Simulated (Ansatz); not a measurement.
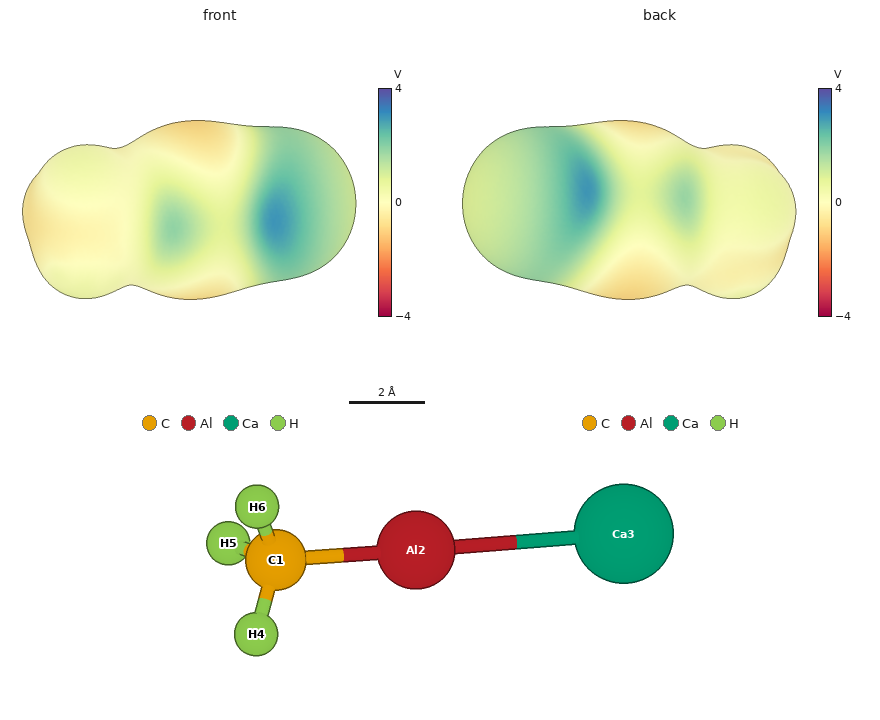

*CH3AlCa (SMILES [CH3][Al][Ca]) (triplet). The electrostatic potential painted on the density surface at 0.002 e/bohr³, seen from the front and from behind; red is negative and blue positive. The bare structure is drawn below in the same view.*

Geometry: PBE0-D4/def2-TZVP.

The calculation used Ansatz 0.2.0, isolated molecule in a Gaussian basis; Kohn-Sham density functional theory, functional PBE0.

```tsv
atom	x (Å)	y (Å)	z (Å)
C	2.9164	1.3143	0.3507
Al	3.0018	-0.2881	1.5062
Ca	3.1029	-2.7363	3.1711
H	2.2211	2.0707	0.7269
H	2.5579	1.0114	-0.6418
H	3.8947	1.7834	0.2087
```

> Where is the surface potential most negative and most positive?

The most negative region (about −0.9 V) lies over H6, the most positive (about +3.0 V) over Ca3.
